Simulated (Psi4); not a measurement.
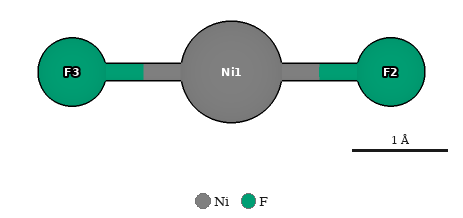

Figure 1. The input geometry (ball-and-stick view, seen on its broad side; atoms are numbered from 1 in the order of the input). Sticks mark near contacts. Bond lengths as drawn: F–Ni 1.68 Å.

**Geometry relaxation, with input and output: NiF2 (part 1 of 3)**

System: NiF2, multiplicity 3.
Method: PBE0/def2-SVP, UKS, dispersion D3(BJ) (Psi4 1.11).

The geometry comes from this level: GFN2-xTB.

### Input (run.py)
```python
import psi4

psi4.set_memory(1600000000)
psi4.set_num_threads(1)
psi4.set_output_file('output.dat', False)

with open('f2ni.xyz') as f:
    atoms = ''.join(f.readlines()[2:])
molecule = psi4.geometry('0 3\n' + atoms + '')

psi4.set_options({
    'basis': 'def2-SVP',
    'reference': 'uks',
    'geom_maxiter': 60,
})

result, w = psi4.optimize('pbe0-d3bj', return_wfn=True)
print(f'pbe0-d3bj energy: {result:.10f} Eh')
molecule.save_xyz_file('final.xyz', False)
```

### File f2ni.xyz
```
3
F2Ni
Ni    -0.000240    -0.000140    -0.000300
F     -0.016850    -0.020920     1.676500
F      0.017090     0.021060    -1.676210
```

Run as:
```bash
python run.py
```

### What the program printed
```
Psi4 1.11 release

gradient() will perform analytic gradient computation.

   => Loading Basis Set <=

    Name: DEF2-SVP
    Role: ORBITAL
    Keyword: BASIS

   => PBE0-D3(BJ): Empirical Dispersion <=

        s6 =       1.000000
        s8 =       1.217700
        a1 =       0.414500
        a2 =       4.859300

         ---------------------------------------------------------
                                   SCF
                              UKS Reference
                        1 Threads,   1525 MiB Core
         ---------------------------------------------------------

  ==> Geometry <==

    Molecular point group: cs
    Full point group: Cs

    Geometry (in Angstrom), charge = 0, multiplicity = 3:

       Center              X                  Y                   Z               Mass
    ------------   -----------------  -----------------  -----------------  -----------------
         NI           0.000165072604    -0.000176258392     0.000000000000    57.935342410000
         F            0.025039962642     1.676650262255     0.000000000000    18.998403162730
         F           -0.025543349044    -1.676112764962     0.000000000000    18.998403162730

  Running in cs symmetry.

  Rotational constants: A = 4097356.63218  B =      0.15784  C =      0.15784 [cm^-1]
  Rotational constants: A = 122835661606.34235  B =   4731.79061  C =   4731.79042 [MHz]
  Nuclear repulsion =  171.860767653778055

  Charge       = 0
  Multiplicity = 3
  Electrons    = 46
  Nalpha       = 24
  Nbeta        = 22

  ==> Algorithm <==

  SCF Algorithm Type is DF.
  DIIS enabled.
  MOM disabled.
  Fractional occupation disabled.
  Guess Type is SAD.
  Energy threshold   = 1.00e-08
  Density threshold  = 1.00e-08
  Integral threshold = 1.00e-12

  ==> Primary Basis <==

  Basis Set: DEF2-SVP
    Blend: DEF2-SVP
    Number of shells: 23
    Number of basis functions: 59
    Number of Cartesian functions: 66
    Spherical Harmonics?: true
    Max angular momentum: 3

  ==> DFT Potential <==

   => LibXC <=

    Version 7.1.2

   => Composite Functional: PBE0-D3BJ2B <=

    PBE0-d3bj2b Hyb-GGA Exchange-Correlation Functional

    Deriv               =              1
    GGA                 =           TRUE
    Meta                =          FALSE

    Exchange Hybrid     =           TRUE
    MP2 Hybrid          =          FALSE

   => Exchange Functionals <=

    0.7500   Perdew, Burke & Ernzerhof

   => Exact (HF) Exchange <=

    0.2500               HF

   => Correlation Functionals <=

    1.0000   Perdew, Burke & Ernzerhof

   => LibXC Density Thresholds  <==

    XC_HYB_GGA_XC_PBEH:  1.00E-15

   => Molecular Quadrature <=

    Radial Scheme          =       TREUTLER
    Pruning Scheme         =           NONE
    Nuclear Scheme         =       TREUTLER

    Blocking Scheme        =         OCTREE
    BS radius alpha        =              1
    Pruning alpha          =              1
    Radial Points          =             75
    Spherical Points       =            302
    Total Points           =          65853
    Total Blocks           =            574
    Max Points             =            255
    Max Functions          =             58
    Weights Tolerance      =       1.00E-15

   => Loading Basis Set <=

    Name: (DEF2-SVP AUX)
    Role: JKFIT
    Keyword: DF_BASIS_SCF

  ==> Integral Setup <==

  DFHelper Memory: AOs need 0.013 GiB; user supplied 1.035 GiB.
  SCF_SUBTYPE=INCORE selected. In-core MEM_DF algorithm will be used.
  Using in-core AOs.

  ==> MemDFJK: Density-Fitted J/K Matrices <==

    J tasked:                   Yes
    K tasked:                   Yes
    wK tasked:                   No
    Memory [MiB]:              1059
    Algorithm:                 Core
    Schwarz Cutoff:           1E-12
    Mask sparsity (%):       1.6662
    Fitting Condition:        1E-10

   => Auxiliary Basis Set <=

  Basis Set: (DEF2-SVP AUX)
    Blend: DEF2-UNIVERSAL-JKFIT
    Number of shells: 108
    Number of basis functions: 418
    Number of Cartesian functions: 563
    Spherical Harmonics?: true
    Max angular momentum: 6

  Cached 100.0% of DFT collocation blocks in 0.083 [GiB].

  Minimum eigenvalue in the overlap matrix is 3.8749263096E-02.
  Reciprocal condition number of the overlap matrix is 1.3490629780E-02.
    Using symmetric orthogonalization.

  ==> Pre-Iterations <==

  SCF Guess: Superposition of Atomic Densities via on-the-fly atomic UHF (no occupation information).

   -------------------------
    Irrep   Nso     Nmo
   -------------------------
     A'        41      41
     A"        18      18
   -------------------------
    Total      59      59
   -------------------------

  ==> Iterations <==

                           Total Energy        Delta E     RMS |[F,P]|

   @DF-UKS iter SAD: -1705.14880598260606   -1.70515e+03   0.00000e+00
    Occupation by irrep:
             Ap   App
    DOCC [    17,    5 ]
    SOCC [     2,    0 ]
    NA   [    19,    5 ]
    NB   [    17,    5 ]

   @DF-UKS iter   1: -1703.25460619261639    1.89420e+00   6.56702e-02 ADIIS/DIIS
    Occupation by irrep:
             Ap   App
    DOCC [    17,    5 ]
    SOCC [     1,    1 ]
    NA   [    18,    6 ]
    NB   [    17,    5 ]

   @DF-UKS iter   2: -1685.35717643066232    1.78974e+01   8.95212e-02 ADIIS/DIIS
   @DF-UKS iter   3: -1706.66013998922267   -2.13030e+01   3.21651e-02 ADIIS/DIIS
   @DF-UKS iter   4: -1707.21733679826616   -5.57197e-01   6.40887e-03 ADIIS/DIIS
   @DF-UKS iter   5: -1707.23312159892998   -1.57848e-02   4.28956e-03 ADIIS/DIIS
   @DF-UKS iter   6: -1707.24485155397906   -1.17300e-02   3.61041e-04 ADIIS/DIIS
   @DF-UKS iter   7: -1707.24499575326149   -1.44199e-04   3.00807e-04 ADIIS/DIIS
   @DF-UKS iter   8: -1707.24505438316896   -5.86299e-05   1.66760e-04 ADIIS/DIIS
   @DF-UKS iter   9: -1707.24507133186171   -1.69487e-05   9.58517e-05 DIIS
   @DF-UKS iter  10: -1707.24507714994502   -5.81808e-06   1.30248e-05 DIIS
   @DF-UKS iter  11: -1707.24507727204059   -1.22096e-07   4.13467e-06 DIIS
   @DF-UKS iter  12: -1707.24507728301319   -1.09726e-08   1.48931e-07 DIIS
   @DF-UKS iter  13: -1707.24507728305184   -3.86535e-11   3.50794e-08 DIIS
   @DF-UKS iter  14: -1707.24507728305298   -1.13687e-12   1.16962e-08 DIIS
   @DF-UKS iter  15: -1707.24507728305412   -1.13687e-12   5.34198e-09 DIIS
  Energy and wave function converged.

  ==> Post-Iterations <==

   Electrons on quadrature grid:
      Nalpha   =   23.9999718085 ; deviation = -2.819e-05
      Nbeta    =   21.9999751907 ; deviation = -2.481e-05
      Ntotal   =   45.9999469992 ; deviation = -5.300e-05

   @Spin Contamination Metric:   5.163428992E-03
   @S^2 Expected:                2.000000000E+00
   @S^2 Observed:                2.005163429E+00
   @S   Expected:                1.000000000E+00
   @S   Observed:                1.000000000E+00

    Orbital Energies [Eh]
    ---------------------

    Alpha Occupied:

       1Ap  -300.276513     2Ap   -36.055795     3Ap   -31.471776
       1App  -31.438801     4Ap   -31.438801     5Ap   -24.742779
       6Ap   -24.742511     7Ap    -4.248402     8Ap    -2.872102
       2App   -2.799347     9Ap    -2.799347    10Ap    -1.156925
      11Ap    -1.141818    12Ap    -0.538371    13Ap    -0.528003
       3App   -0.528003    14Ap    -0.429818    15Ap    -0.425686
       4App   -0.425686    16Ap    -0.422659     5App   -0.422659
       6App   -0.376452    17Ap    -0.376452    18Ap    -0.358607

    Alpha Virtual:

      19Ap    -0.022991     7App    0.087275    20Ap     0.087275
      21Ap     0.155573    22Ap     0.298980     8App    1.018638
      23Ap     1.018638     9App    1.129671    24Ap     1.129672
      25Ap     1.182482    26Ap     1.184873    27Ap     1.258183
      10App    1.258183    11App    1.390335    28Ap     1.390335
      29Ap     1.468486    30Ap     1.769180    31Ap     1.780557
      32Ap     3.045593    12App    3.089562    33Ap     3.089562
      13App    3.095175    34Ap     3.095232    14App    3.102173
      35Ap     3.102230    15App    3.257316    36Ap     3.257316
      37Ap     3.744345    16App    5.377463    38Ap     5.377464
      17App    5.396562    39Ap     5.396563    18App    5.442303
      40Ap     5.442303    41Ap     5.507636

    Beta Occupied:

       1Ap  -300.276236     2Ap   -36.010471     3Ap   -31.420634
       1App  -31.407938     4Ap   -31.407938     5Ap   -24.736125
       6Ap   -24.735867     7Ap    -4.147569     8Ap    -2.724888
       2App   -2.710517     9Ap    -2.710517    10Ap    -1.141867
      11Ap    -1.125879    12Ap    -0.518384    13Ap    -0.423160
       3App   -0.419364    14Ap    -0.419364    15Ap    -0.396812
       4App   -0.396812    16Ap    -0.375092     5App   -0.375092
      17Ap    -0.333708

    Beta Virtual:

       6App   -0.136838    18Ap    -0.136838    19Ap    -0.017360
       7App    0.091987    20Ap     0.091987    21Ap     0.163712
      22Ap     0.306403     8App    1.065041    23Ap     1.065041
       9App    1.147193    24Ap     1.147194    25Ap     1.188878
      26Ap     1.191161    27Ap     1.270442    10App    1.270442
      11App    1.428498    28Ap     1.428498    29Ap     1.473495
      30Ap     1.781694    31Ap     1.786135    32Ap     3.053233
      12App    3.097487    33Ap     3.097487    13App    3.110958
      34Ap     3.111013    14App    3.117980    35Ap     3.118035
      15App    3.268649    36Ap     3.268649    37Ap     3.754014
      16App    5.475137    38Ap     5.475137    17App    5.487597
      39Ap     5.487597    18App    5.501388    40Ap     5.501389
      41Ap     5.570153

    Final Occupation by Irrep:
             Ap   App
    DOCC [    17,    5 ]
    SOCC [     1,    1 ]
    NA   [    18,    6 ]
    NB   [    17,    5 ]

  @DF-UKS Final Energy: -1707.24507728305412

   => Energetics <=

    Nuclear Repulsion Energy =            171.8607676537780549
    One-Electron Energy =               -2715.4571701161539750
    Two-Electron Energy =                 899.6208829214957632
    DFT Exchange-Correlation Energy =     -63.2688099164360267
    Empirical Dispersion Energy =          -0.0007478257378423
    VV10 Nonlocal Energy =                  0.0000000000000000
    Total Energy =                      -1707.2450772830541155

  UHF NO Occupations:
  HONO-2 :   17 Ap 1.9989419
  HONO-1 :    6App 1.0000000
  HONO-0 :   18 Ap 1.0000000
  LUNO+0 :   19 Ap 0.0010581
  LUNO+1 :   20 Ap 0.0003387
  LUNO+2 :    7App 0.0003387
  LUNO+3 :    8App 0.0002379

Computation Completed

Properties will be evaluated at   0.000000,   0.000000,   0.000000 [a0]

Properties computed using the SCF density matrix

 Multipole Moments:

 ------------------------------------------------------------------------------------
     Multipole            Electronic (a.u.)      Nuclear  (a.u.)        Total (a.u.)
 ------------------------------------------------------------------------------------

 L = 1.  Multiply by 2.5417464519 to convert [e a0] to [Debye]
 Dipole X            :          0.0005157            0.0001730            0.0006887
 Dipole Y            :         -0.0013716           -0.0001847           -0.0015564
 Dipole Z            :          0.0000000            0.0000000            0.0000000
 Magnitude           :                                                    0.0017020

 ------------------------------------------------------------------------------------

	total time  =          4 seconds =       0.07 minutes

         ------------------------------------------------------------
                                   SCF GRAD
         ------------------------------------------------------------

  ==> Geometry <==

    Molecular point group: cs
    Full point group: Cs

    Geometry (in Angstrom), charge = 0, multiplicity = 3:

       Center              X                  Y                   Z               Mass
    ------------   -----------------  -----------------  -----------------  -----------------
         NI           0.000165072604    -0.000176258392     0.000000000000    57.935342410000
         F            0.025039962642     1.676650262255     0.000000000000    18.998403162730
         F           -0.025543349044    -1.676112764962     0.000000000000    18.998403162730

  Nuclear repulsion =  171.860767653778055

  ==> Basis Set <==

  Basis Set: DEF2-SVP
    Blend: DEF2-SVP
    Number of shells: 23
    Number of basis functions: 59
    Number of Cartesian functions: 66
    Spherical Harmonics?: true
    Max angular momentum: 3

  ==> DFJKGrad: Density-Fitted SCF Gradients <==

    Gradient:                    1
    J tasked:                  Yes
    K tasked:                  Yes
    wK tasked:                  No
    Integrals threads:           1
    Memory [MiB]:             1144
    Schwarz Cutoff:          1E-12
    Fitting Condition:       1E-10

   => Auxiliary Basis Set <=

  Basis Set: (DEF2-SVP AUX)
    Blend: DEF2-UNIVERSAL-JKFIT
    Number of shells: 108
    Number of basis functions: 418
    Number of Cartesian functions: 563
    Spherical Harmonics?: true
    Max angular momentum: 6

  ==> DFT Potential <==

   => LibXC <=

    Version 7.1.2

   => Composite Functional: PBE0-D3BJ2B <=

    PBE0-d3bj2b Hyb-GGA Exchange-Correlation Functional

    Deriv               =              1
    GGA                 =           TRUE
    Meta                =          FALSE

    Exchange Hybrid     =           TRUE
    MP2 Hybrid          =          FALSE

   => Exchange Functionals <=

    0.7500   Perdew, Burke & Ernzerhof

   => Exact (HF) Exchange <=

    0.2500               HF

   => Correlation Functionals <=

    1.0000   Perdew, Burke & Ernzerhof

   => LibXC Density Thresholds  <==

    XC_HYB_GGA_XC_PBEH:  1.00E-15

   => Molecular Quadrature <=

    Radial Scheme          =       TREUTLER
    Pruning Scheme         =           NONE
    Nuclear Scheme         =       TREUTLER

    Blocking Scheme        =         OCTREE
    BS radius alpha        =              1
    Pruning alpha          =              1
    Radial Points          =             75
    Spherical Points       =            302
    Total Points           =          65853
    Total Blocks           =            574
    Max Points             =            255
    Max Functions          =             58
    Weights Tolerance      =       1.00E-15

  -Total Gradient:
     Atom            X                  Y                   Z
    ------   -----------------  -----------------  -----------------
       1       -0.000004383774    -0.000562710577     0.000000000000
       2       -0.000227514826    -0.015013493341     0.000000000000
       3        0.000234183080     0.015577725046     0.000000000000

	total time  =          1 seconds =       0.02 minutes

    			-----------------------------------------

    			 OPTKING 3.0: for geometry optimizations

    			        with contributions from

    			-----------------------------------------

	                            ===> Fragment 1 <==

	 Z (Atomic Numbers)          Masses                          Geom
	      28.000000            57.935342          0.00031194 -0.00033308  0.00000000
	       9.000000            18.998403          0.04731867  3.16840980  0.00000000
	       9.000000            18.998403         -0.04826993 -3.16739408  0.00000000

	 - Coordinate -           - BOHR/RAD -       - ANG/DEG -
	 R(1,2)           =         3.169092           1.677011
	 R(1,3)           =         3.167434           1.676134
	 L(2,1,3)         =         3.141088         179.971059
	 l(2,1,3)         =         3.141593         180.000000

	        --- Internal Coordinate Step in ANG or DEG, aJ/ANG or AJ/DEG ---
	-------------------------------------------------------------------------------
	           Coordinate      Previous         Force          Change          New
	           ----------      --------        ------          ------        ------
	               R(1,2)       1.67701        0.12371        0.02041       1.69742
	               R(1,3)       1.67613        0.12835        0.02112       1.69725
	             L(2,1,3)     179.97106        0.00000        0.00400     179.97506
	             l(2,1,3)     180.00000        0.00000        0.00000     180.00000
	-------------------------------------------------------------------------------

	                                 ==> Convergence Check <==

	Measures of convergence in internal coordinates in au.

	Criteria marked as inactive (o), active & met (*), and active & unmet ( ).
```
